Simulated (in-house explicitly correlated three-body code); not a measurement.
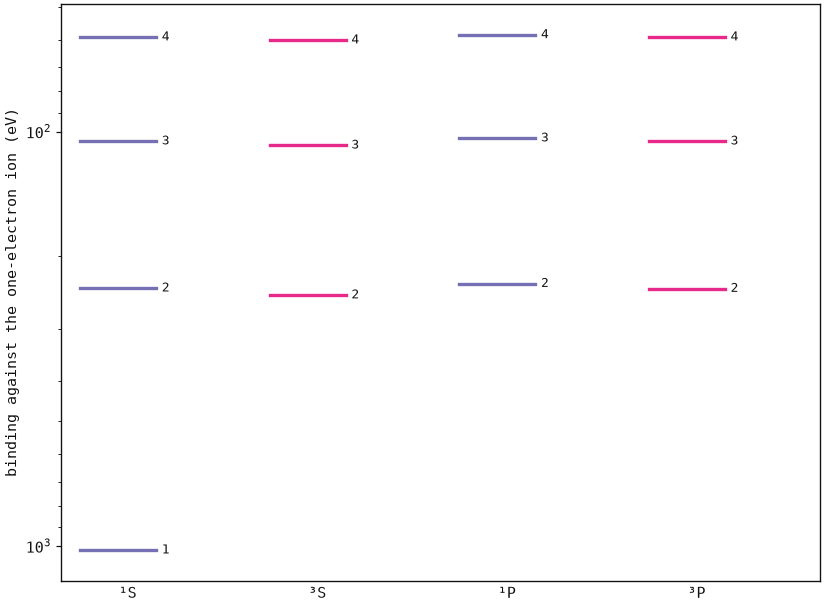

Two electrons around a point charge Z = 9.3. Computed variationally in 260 exponentially correlated functions with an in-house code, non-relativistic, converged to about 10⁻⁸ of the energy. The plot shows the bound S and P states that converged, by term and principal number n, on a logarithmic scale of binding.

### How do singlets and triplets lie?

The ground state is bound by 1023 eV. The n = 2 states drawn run, from the deepest, 2 ³S (247.9 eV), 2 ³P (239.1 eV), 2 ¹S (238.6 eV), 2 ¹P (232.6 eV). Exchange puts 2 ³S below 2 ¹S by 9.33 eV and 2 ³P below 2 ¹P by 6.48 eV. Quantum defects n − (Z − 1)/√(2 E(binding)): 2 ³S 0.056, 2 ³P 0.020, 2 ¹S 0.018, 2 ¹P −0.007.
